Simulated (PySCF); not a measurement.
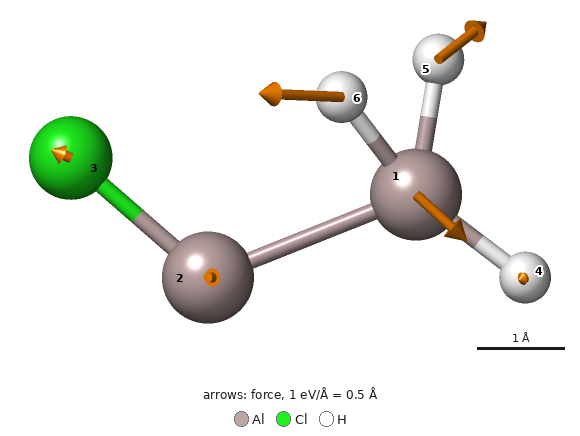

Starting geometry of Al₂H₃Cl with the computed forces as orange arrows. A ball-and-stick model, seen face on.

It is one of the separated reactants of a reaction.

Method: RKS PBE-D4/def2-SVP, density fitting in PySCF. 

> Is this structure relaxed? If not, where do the atoms go?

It isn't relaxed: the largest force vector, on H6, is 2.50 eV/Å. The final displacements follow the starting forces only in part (cosine between the two patterns 0.48). Al2 moves most after the best rigid fit: 0.92 Å. Largest moves by element: Al 0.92 Å, H 0.85 Å, Cl 0.58 Å. Some distances before and after: Al1–H6 1.520 → 1.670 Å, Al1–Al2 2.601 → 2.559 Å, Al2–Cl3 2.114 → 2.128 Å. Among the angles between lasting bonds that change: H5–Al1–H6 51.0° → 113.7°, H4–Al1–H6 153.2° → 114.5°, Al1–Al2–Cl3 117.1° → 141.8°. The energy falls by 2.619 eV in 20 geometry steps. The run took 37 s on 2 threads of AMD EPYC 9R45 96-Core, with other jobs on the host.
